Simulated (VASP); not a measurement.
Consider the following.

```xyz
4
Lattice="3.2190 0.0000 0.0000 -1.6095 2.7877 0.0000 0.0000 0.0000 5.1742" Properties=species:S:1:pos:R:3 pbc="T T T"
Ru     0.0000     1.8585     5.1715
Ru     1.6095     0.9292     2.5844
C      0.0000     1.8585     1.9430
C      1.6095     0.9292     4.5302
```

These are PBEsol GGA, VASP's PBE PAW potentials (set 64) (plane waves; VASP 6.6.1) values and carry that method's errors. Run with 520 eV cut-off, 12×12×7 Γ-centred mesh, tetrahedra with Blöchl corrections, potentials Ru_pv C.

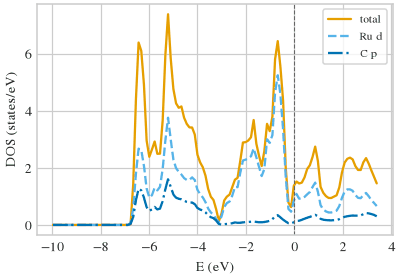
Figure. Total and projected density of states, zero at the Fermi level

Within 2 eV below the Fermi level the largest weight inside VASP's projection spheres is Ru d.

It has no gap at this level: it comes out as a metal or semimetal.

The structure was generated: RuC was put into the wurtzite type (P6_3mc), which need not be its known phase. It was relaxed first, which changed the volume by -31 %.
